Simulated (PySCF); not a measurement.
Vertical excitations of a molecule C4H6OSe from TDA-ωB97X/def2-SVPD run with PySCF, as energy in eV (oscillator strength): 5.02 (0.001), 5.84 (0.024), 6.33 (0.048), 6.72 (0.258), 7.25 (0.004), 7.31 (0.045), 7.61 (0.024), 7.66 (0.013), 7.72 (0.164), 7.95 (0.020). Lowest triplet (TDA): 4.16 eV. The structure is a stationary point at PBE0-D3(BJ)/def2-SVP. One conformer was computed; it need not be the lowest.

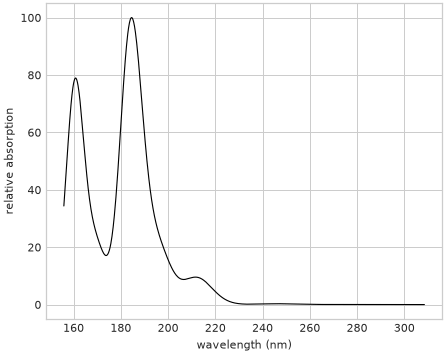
The lines broadened by 0.4 eV.

**Question.** Which molecule gave these data?
A) C=C1OC[C@H]1[SeH]
B) C[Se][C@H]1C=CO1
C) C=C[Se]C(C)=O
D) [SeH][C@@H]1CC=CO1

**Answer.** A, C=C1OC[C@H]1[SeH]
